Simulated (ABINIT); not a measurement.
# Cl (Cmce): G0W0 in ABINIT against the bands in the self-energy

How does the gap of Cl (Cmce) converge in the bands in the self-energy?

Main program and level: ABINIT 10.8.3; PBE and many-body steps on it, plane waves.

## 1. The structure

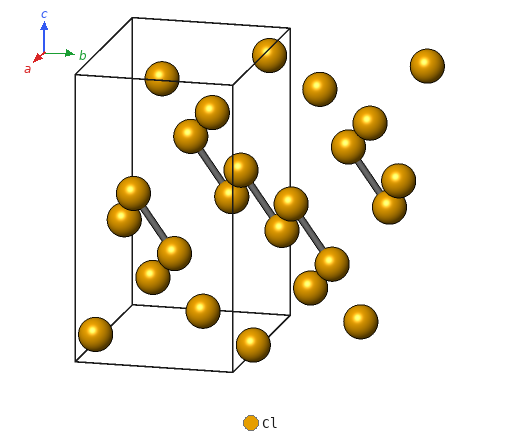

The starting structure, seen slightly off an axis (chlorine orange). 1×2×1 cells are drawn. This picture shows the conventional cell, with its axes. Bonds to atoms that aren't drawn are left out. Some periodic images of atoms are drawn too.

The cell and positions come from the Crystallography Open Database and are kept as given unless a step says otherwise.

## 2. Screening, 4×4×2 mesh, 360 bands, screening to 217.7 eV

This step: ABINIT 10.8.3; RPA screening on PBE, plane waves, norm-conserving pseudopotentials.

The RPA dielectric matrix is built and inverted for each q.

run.abi reads:

```
acell 3*1.0 Angstrom
rprim 
  3.145000000000 -2.250000000000 0.000000000000
  3.145000000000 2.250000000000 0.000000000000
  0.000000000000 0.000000000000 8.210000000000
ntypat 1
znucl 17
natom 4
typat 1 1 1 1
xred 
  0.870000000000 0.130000000000 0.100000000000
  0.630000000000 0.370000000000 0.600000000000
  0.130000000000 0.870000000000 0.900000000000
  0.370000000000 0.630000000000 0.400000000000
pp_dirpath "pseudos"
pseudos "Cl.upf"
ecut 25
ngkpt 4 4 2
nshiftk 1
shiftk 0 0 0
kptopt 1
chksymbreak 0
istwfk *1
occopt 1
irdwfk 1
optdriver 3
nband 360
ecuteps 8
inclvkb 2
awtr 1
symchi 1
indata_prefix "in"
outdata_prefix "out"
tmpdata_prefix "tmp"
```

Launch:

```sh
$ OMP_NUM_THREADS=1 mpirun -n 8 abinit run.abi > log
```

What it wrote:

```text
.Version 10.8.3 of ABINIT. v10.8.2 released Aug 2026.

 Symmetries : space group Cm c a (# 64); Bravais oC (1-face-center ortho.)
[... echo of the input left out ...]
== DATASET  1 ==================================================================
-   mpi_nproc: 8, omp_nthreads: 1 (-1 if OMP is not activated)

--- !DatasetInfo
iteration_state: {dtset: 1, }
dimensions: {natom: 4, nkpt: 14, mband: 360, nsppol: 1, nspinor: 1, nspden: 1, mpw: 4726, }
cutoff_energies: {ecut:  25.0, pawecutdg:  -1.0, }
electrons: {nelect:   2.80000000E+01, charge:   0.00000000E+00, occopt:   1.00000000E+00, tsmear:   1.00000000E-02, }

 SCREENING: Calculation of the susceptibility and dielectric matrices

 Based on a program developped by R.W. Godby, V. Olevano, G. Onida, and L. Reining.
 Incorporated in ABINIT by V. Olevano, G.-M. Rignanese, and M. Torrent.
.Using double precision arithmetic ; gwpc =  8

[... cell and pseudopotentials left out ...]
--------------------------------------------------------------------------------

 ==== K-mesh for the wavefunctions ====
 Number of points in the irreducible wedge :    14
[... list of points left out ...]
 Together with  8 symmetry operations and time-reversal symmetry
 yields    32 points in the full Brillouin Zone.

 ==== Q-mesh for the screening function ====
 Number of points in the irreducible wedge :    14
[... list of points left out ...]
 Together with  8 symmetry operations and time-reversal symmetry
 yields    32 points in the full Brillouin Zone.

 setmesh: FFT mesh size selected  =    30x   30x   60
          total number of points  =        54000

 vcoul_init : cutoff-mode = AUXILIARY_FUNCTION
 q-points for optical limit:   1
     1)      0.000010    0.000020    0.000030

- screening: taking advantage of time-reversal symmetry
- Maximum band index for partially occupied states nbvw = 14
- Remaining bands to be divided among processors   nbcw = 346
- Number of bands treated by each node ~43

 Number of electrons calculated from density =   28.0000; Expected =   28.0000
 average of density, n =  0.035710
 r_s =    1.8838
 omega_plasma =   18.2284 [eV]

 calculating chi0 at frequencies [eV] :
  1    0.000000E+00    0.000000E+00
  2    0.000000E+00    1.822838E+01

--------------------------------------------------------------------------------
  q-point number  1        q = ( 0.000000, 0.000000, 0.000000) [r.l.u.]
--------------------------------------------------------------------------------
[... chi0 elements left out ...]
 For q-point:  0.000010 0.000020 0.000030
  dielectric constant =   2.8102
  dielectric constant without local fields =   3.4624

  Average fulfillment of the sum rule on Im[epsilon] for q-point    1 :     84.19  [%]
[... wings left out ...]
  q-point number  2        q = ( 0.250000, 0.000000, 0.000000) [r.l.u.]
--------------------------------------------------------------------------------
[... chi0 elements left out ...]
  Average fulfillment of the sum rule on Im[epsilon] for q-point    2 :     85.47  [%]

 [... 12 further q-points ...]
```

The job ended after 6.7 min (8 MPI ranks of Arm Neoverse V2, shared host; peak memory 6.7 GiB; 53 min of CPU time).

This step gave:

| Item | Value |
| --- | --- |
| ε∞ with local fields, on this mesh, along the program's q direction | 2.810 |
| the same without local fields | 3.462 |
| plasma frequency | 18.23 eV |
| plane waves in the screening matrix | 865 |

Local fields lower ε∞ by 19 %. On a Γ-centred mesh this coarse the value itself is usually too large, while a short band sum pulls it down.

## 3. 22 bands

This step: G0W0 on PBE, plane waves, norm-conserving pseudopotentials.

run.abi, as its differences from that of step 2:

```diff
@@ -25,8 +25,17 @@
 irdwfk 1
-optdriver 3
-nband 360
+optdriver 4
+nband 22
+gwcalctyp 0
+ecutsigx 25
+symsigma 1
+nkptgw 2
+kptgw 
+  0.5000000000 0.5000000000 0.0000000000
+  0.0000000000 0.0000000000 0.0000000000
+bdgw 
+  13 16
+  13 16
 ecuteps 8
-inclvkb 2
-awtr 1
-symchi 1
+irdscr 1
+ppmodel 1
 indata_prefix "in"
```

What it wrote:

```text
.Version 10.8.3 of ABINIT. v10.8.2 released Aug 2026.

 Symmetries : space group Cm c a (# 64); Bravais oC (1-face-center ortho.)
[... echo of the input left out ...]
== DATASET  1 ==================================================================
-   mpi_nproc: 8, omp_nthreads: 1 (-1 if OMP is not activated)

--- !DatasetInfo
iteration_state: {dtset: 1, }
dimensions: {natom: 4, nkpt: 14, mband: 22, nsppol: 1, nspinor: 1, nspden: 1, mpw: 4726, }
cutoff_energies: {ecut:  25.0, pawecutdg:  -1.0, }
electrons: {nelect:   2.80000000E+01, charge:   0.00000000E+00, occopt:   1.00000000E+00, tsmear:   1.00000000E-02, }

 SIGMA: Calculation of the GW corrections

 Based on a program developped by R.W. Godby, V. Olevano, G. Onida, and L. Reining.
 Incorporated in ABINIT by V. Olevano, G.-M. Rignanese, and M. Torrent.
.Using double precision arithmetic ; gwpc =  8

[... cell and pseudopotentials left out ...]
--------------------------------------------------------------------------------

 ==== K-mesh for the wavefunctions ====
 Number of points in the irreducible wedge :    14
[... list of points left out ...]
 Together with  8 symmetry operations and time-reversal symmetry
 yields    32 points in the full Brillouin Zone.

 ==== Q-mesh for screening function ====
 Number of points in the irreducible wedge :    14
[... list of points left out ...]
 Together with  8 symmetry operations and time-reversal symmetry
 yields    32 points in the full Brillouin Zone.

 vcoul_init : cutoff-mode = AUXILIARY_FUNCTION
 q-points for optical limit:   1
     1)      0.000010    0.000020    0.000030
 setmesh: FFT mesh size selected  =    36x   36x   72
          total number of points  =        93312

 Number of electrons calculated from density =   28.0000; Expected =   28.0000
 average of density, n =  0.035710
 r_s =    1.8838
 omega_plasma =   18.2284 [eV]

 === KS Band Gaps ===
  >>>> For spin  1
   Minimum direct gap =   2.5251 [eV], located at k-point      :   0.0000  0.0000  0.0000
   Fundamental gap    =   2.4691 [eV], Top of valence bands at :   0.5000  0.5000  0.0000
                                       Bottom of conduction at :   0.0000  0.0000  0.0000
 SIGMA fundamental parameters:
 PLASMON POLE MODEL  1
 number of plane-waves for SigmaX                 4675
 number of plane-waves for SigmaC and W            865
 number of plane-waves for wavefunctions          4675
 number of bands                                    22
 number of independent spin polarizations            1
 number of spinorial components                      1
 number of k-points in IBZ                          14
 number of q-points in IBZ                          14
 number of symmetry operations                       8
 number of k-points in BZ                           32
 number of q-points in BZ                           32
 number of frequencies for dSigma/dE                 9
 frequency step for dSigma/dE [eV]                0.25
 number of omega for Sigma on real axis              0
 max omega for Sigma on real axis  [eV]           0.00
 zcut for avoiding poles [eV]                     0.10

 EPSILON^-1 parameters (SCR file):
 dimension of the eps^-1 matrix on file            865
 dimension of the eps^-1 matrix used               865
 number of plane-waves for wavefunctions          4675
 number of bands                                   360
 number of q-points in IBZ                          14
 number of frequencies                               2
 number of real frequencies                          1
 number of imag frequencies                          1

 matrix elements of self-energy operator (all in [eV])

 Perturbative Calculation

--- !SelfEnergy_ee
iteration_state: {dtset: 1, }
kpoint     : [   0.500,    0.500,    0.000, ]
spin       : 1
KS_gap     :    2.546
QP_gap     :    5.856
Delta_QP_KS:    3.310
data: !SigmaeeData |
     Band     E0 <VxcDFT>   SigX SigC(E0)      Z dSigC/dE  Sig(E)    E-E0       E
       13  -1.186 -14.321 -18.741   4.283   0.810  -0.234 -14.432  -0.111  -1.297
       14  -0.824 -14.674 -19.122   4.322   0.815  -0.227 -14.777  -0.103  -0.927
       15   1.722 -14.106  -8.998  -1.181   0.817  -0.225 -10.900   3.206   4.928
       16   1.912 -14.243  -9.064  -1.172   0.815  -0.227 -10.978   3.265   5.178

--- !SelfEnergy_ee
iteration_state: {dtset: 1, }
kpoint     : [   0.000,    0.000,    0.000, ]
spin       : 1
KS_gap     :    2.525
QP_gap     :    5.756
Delta_QP_KS:    3.231
data: !SigmaeeData |
     Band     E0 <VxcDFT>   SigX SigC(E0)      Z dSigC/dE  Sig(E)    E-E0       E
       13  -0.970 -14.511 -19.022   4.318   0.814  -0.228 -14.668  -0.157  -1.127
       14  -0.880 -14.708 -19.184   4.359   0.814  -0.228 -14.803  -0.095  -0.975
       15   1.645 -13.980  -8.981  -1.168   0.818  -0.222 -10.844   3.136   4.781
       16   2.208 -14.626  -9.222  -1.237   0.811  -0.232 -11.245   3.382   5.589

== END DATASET(S) ==============================================================
================================================================================

 -outvars: echo values of variables after computation  --------
           etotal      0.0000000000E+00
            nband          22
             nkpt          14
          spgroup          64
 [... the other variables as echoed above ...]

 Calculation completed.
```

The job ended after 12 s (8 MPI ranks; peak memory 6.2 GiB; 94 s of CPU time).

This step gave:

| Item | Value |
| --- | --- |
| G0W0 gap on the points computed | 5.708 eV |
| starting gap on the mesh | 2.469 eV |
| k of the valence top | 0.5, 0.5, 0 |
| k of the conduction bottom | 0, 0, 0 |
| Z at the valence top | 0.815 |
| Z at the conduction bottom | 0.818 |
| least direct G0W0 gap on the computed points | 5.756 eV |

## 4. 24 bands

run.abi, as its differences from that of step 3:

```diff
@@ -26,3 +26,3 @@
 optdriver 4
-nband 22
+nband 24
 gwcalctyp 0
```

What it wrote:

```text
.Version 10.8.3 of ABINIT. v10.8.2 released Aug 2026.

 Symmetries : space group Cm c a (# 64); Bravais oC (1-face-center ortho.)
[... echo of the input left out ...]
== DATASET  1 ==================================================================
-   mpi_nproc: 8, omp_nthreads: 1 (-1 if OMP is not activated)

--- !DatasetInfo
iteration_state: {dtset: 1, }
dimensions: {natom: 4, nkpt: 14, mband: 24, nsppol: 1, nspinor: 1, nspden: 1, mpw: 4726, }
cutoff_energies: {ecut:  25.0, pawecutdg:  -1.0, }
electrons: {nelect:   2.80000000E+01, charge:   0.00000000E+00, occopt:   1.00000000E+00, tsmear:   1.00000000E-02, }

 SIGMA: Calculation of the GW corrections

 Based on a program developped by R.W. Godby, V. Olevano, G. Onida, and L. Reining.
 Incorporated in ABINIT by V. Olevano, G.-M. Rignanese, and M. Torrent.
.Using double precision arithmetic ; gwpc =  8

[... cell and pseudopotentials left out ...]
--------------------------------------------------------------------------------

 ==== K-mesh for the wavefunctions ====
 Number of points in the irreducible wedge :    14
[... list of points left out ...]
 Together with  8 symmetry operations and time-reversal symmetry
 yields    32 points in the full Brillouin Zone.

 ==== Q-mesh for screening function ====
 Number of points in the irreducible wedge :    14
[... list of points left out ...]
 Together with  8 symmetry operations and time-reversal symmetry
 yields    32 points in the full Brillouin Zone.

 vcoul_init : cutoff-mode = AUXILIARY_FUNCTION
 q-points for optical limit:   1
     1)      0.000010    0.000020    0.000030
 setmesh: FFT mesh size selected  =    36x   36x   72
          total number of points  =        93312

 Number of electrons calculated from density =   28.0000; Expected =   28.0000
[...]
number of omega for Sigma on real axis              0
 max omega for Sigma on real axis  [eV]           0.00
 zcut for avoiding poles [eV]                     0.10

 EPSILON^-1 parameters (SCR file):
 dimension of the eps^-1 matrix on file            865
 dimension of the eps^-1 matrix used               865
 number of plane-waves for wavefunctions          4675
 number of bands                                   360
 number of q-points in IBZ                          14
 number of frequencies                               2
 number of real frequencies                          1
 number of imag frequencies                          1

 matrix elements of self-energy operator (all in [eV])

 Perturbative Calculation

--- !SelfEnergy_ee
iteration_state: {dtset: 1, }
kpoint     : [   0.500,    0.500,    0.000, ]
spin       : 1
KS_gap     :    2.546
QP_gap     :    5.901
Delta_QP_KS:    3.355
data: !SigmaeeData |
     Band     E0 <VxcDFT>   SigX SigC(E0)      Z dSigC/dE  Sig(E)    E-E0       E
       13  -1.186 -14.321 -18.741   4.195   0.809  -0.237 -14.503  -0.182  -1.368
       14  -0.824 -14.674 -19.122   4.177   0.813  -0.231 -14.894  -0.221  -1.044
       15   1.722 -14.106  -8.998  -1.262   0.815  -0.227 -10.972   3.134   4.856
[...]
--- !SelfEnergy_ee
iteration_state: {dtset: 1, }
kpoint     : [   0.000,    0.000,    0.000, ]
spin       : 1
KS_gap     :    2.525
QP_gap     :    5.808
Delta_QP_KS:    3.282
data: !SigmaeeData |
     Band     E0 <VxcDFT>   SigX SigC(E0)      Z dSigC/dE  Sig(E)    E-E0       E
[...]
15   1.645 -13.980  -8.981  -1.254   0.817  -0.224 -10.922   3.058   4.703
       16   2.208 -14.626  -9.222  -1.304   0.810  -0.234 -11.305   3.321   5.529

== END DATASET(S) ==============================================================
================================================================================

 -outvars: echo values of variables after computation  --------
           etotal      0.0000000000E+00
            nband          24
             nkpt          14
          spgroup          64
 [... the other variables as echoed above ...]

 Calculation completed.
```

It took 12 s on 8 MPI ranks; peak memory 6.2 GiB.

This step gave:

```yaml
g0w0_gap_on_the_points_computed: 5.747 eV
starting_gap_on_the_mesh: 2.469 eV
k_of_the_valence_top: 0.5, 0.5, 0
k_of_the_conduction_bottom: 0, 0, 0
z_at_the_valence_top: 0.813
z_at_the_conduction_bottom: 0.817
least_direct_g0w0_gap_on_the_computed_points: 5.807 eV
```

## 5. 45 bands

run.abi, as its differences from that of step 4:

```diff
@@ -26,3 +26,3 @@
 optdriver 4
-nband 24
+nband 45
 gwcalctyp 0
```

What it wrote:

```text
.Version 10.8.3 of ABINIT. v10.8.2 released Aug 2026.

 Symmetries : space group Cm c a (# 64); Bravais oC (1-face-center ortho.)
[... echo of the input left out ...]
== DATASET  1 ==================================================================
-   mpi_nproc: 8, omp_nthreads: 1 (-1 if OMP is not activated)

--- !DatasetInfo
iteration_state: {dtset: 1, }
dimensions: {natom: 4, nkpt: 14, mband: 45, nsppol: 1, nspinor: 1, nspden: 1, mpw: 4726, }
cutoff_energies: {ecut:  25.0, pawecutdg:  -1.0, }
electrons: {nelect:   2.80000000E+01, charge:   0.00000000E+00, occopt:   1.00000000E+00, tsmear:   1.00000000E-02, }

 SIGMA: Calculation of the GW corrections

 Based on a program developped by R.W. Godby, V. Olevano, G. Onida, and L. Reining.
 Incorporated in ABINIT by V. Olevano, G.-M. Rignanese, and M. Torrent.
.Using double precision arithmetic ; gwpc =  8

[... cell and pseudopotentials left out ...]
--------------------------------------------------------------------------------

 ==== K-mesh for the wavefunctions ====
 Number of points in the irreducible wedge :    14
[... list of points left out ...]
 Together with  8 symmetry operations and time-reversal symmetry
 yields    32 points in the full Brillouin Zone.

 ==== Q-mesh for screening function ====
 Number of points in the irreducible wedge :    14
[... list of points left out ...]
 Together with  8 symmetry operations and time-reversal symmetry
 yields    32 points in the full Brillouin Zone.

 vcoul_init : cutoff-mode = AUXILIARY_FUNCTION
 q-points for optical limit:   1
     1)      0.000010    0.000020    0.000030
 setmesh: FFT mesh size selected  =    36x   36x   72
          total number of points  =        93312

 Number of electrons calculated from density =   28.0000; Expected =   28.0000
[...]
number of omega for Sigma on real axis              0
 max omega for Sigma on real axis  [eV]           0.00
 zcut for avoiding poles [eV]                     0.10

 EPSILON^-1 parameters (SCR file):
 dimension of the eps^-1 matrix on file            865
 dimension of the eps^-1 matrix used               865
 number of plane-waves for wavefunctions          4675
 number of bands                                   360
 number of q-points in IBZ                          14
 number of frequencies                               2
 number of real frequencies                          1
 number of imag frequencies                          1

 matrix elements of self-energy operator (all in [eV])

 Perturbative Calculation

--- !SelfEnergy_ee
iteration_state: {dtset: 1, }
kpoint     : [   0.500,    0.500,    0.000, ]
spin       : 1
KS_gap     :    2.546
QP_gap     :    5.866
Delta_QP_KS:    3.320
data: !SigmaeeData |
     Band     E0 <VxcDFT>   SigX SigC(E0)      Z dSigC/dE  Sig(E)    E-E0       E
       13  -1.186 -14.321 -18.741   3.218   0.794  -0.260 -15.275  -0.954  -2.140
       14  -0.824 -14.674 -19.122   3.230   0.798  -0.253 -15.646  -0.972  -1.796
       15   1.722 -14.106  -8.998  -2.173   0.800  -0.250 -11.758   2.348   4.070
[...]
--- !SelfEnergy_ee
iteration_state: {dtset: 1, }
kpoint     : [   0.000,    0.000,    0.000, ]
spin       : 1
KS_gap     :    2.525
QP_gap     :    5.771
Delta_QP_KS:    3.246
data: !SigmaeeData |
     Band     E0 <VxcDFT>   SigX SigC(E0)      Z dSigC/dE  Sig(E)    E-E0       E
[...]
15   1.645 -13.980  -8.981  -2.157   0.802  -0.247 -11.701   2.279   3.924
       16   2.208 -14.626  -9.222  -2.270   0.794  -0.259 -12.137   2.489   4.697

== END DATASET(S) ==============================================================
================================================================================

 -outvars: echo values of variables after computation  --------
           etotal      0.0000000000E+00
            nband          45
             nkpt          14
          spgroup          64
 [... the other variables as echoed above ...]

 Calculation completed.
```

Run time: 21 s. Hardware: 8 MPI ranks; peak memory 6.5 GiB.

Numbers from this step:

```
G0W0 gap on the points computed              : 5.72 eV
starting gap on the mesh                     : 2.469 eV
k of the valence top                         : 0.5, 0.5, 0
k of the conduction bottom                   : 0, 0, 0
Z at the valence top                         : 0.798
Z at the conduction bottom                   : 0.802
least direct G0W0 gap on the computed points : 5.772 eV
```

(Continued in part 2 of 2.)

[Paths, hosts, dates, memory and timing lines, banners, echoed tables and standing remarks are left out of the program output.]

[Logs are printed without paths, hosts, clocks, repeated set-up lines and the standing remarks that a program may print on its own settings, such as how far it seeks lower states.]

[Runs of the session that timed out or met a known fault of the program may be left out.]

[Hosts, paths, dates, database ids (printed as entryN), source tags and the programs' standing remarks are cut or masked in the printed files.]

[G0W0 gaps are taken among the corrected bands and points alone; a level outside them can change the order at an edge.]

[Where Ansatz stands beside ABINIT at settings called matched, ABINIT's density can come from a denser mesh and the files from another edition; pairs whose starting gaps differed by over 0.03 eV were left out, so agreement reads better than it is.]
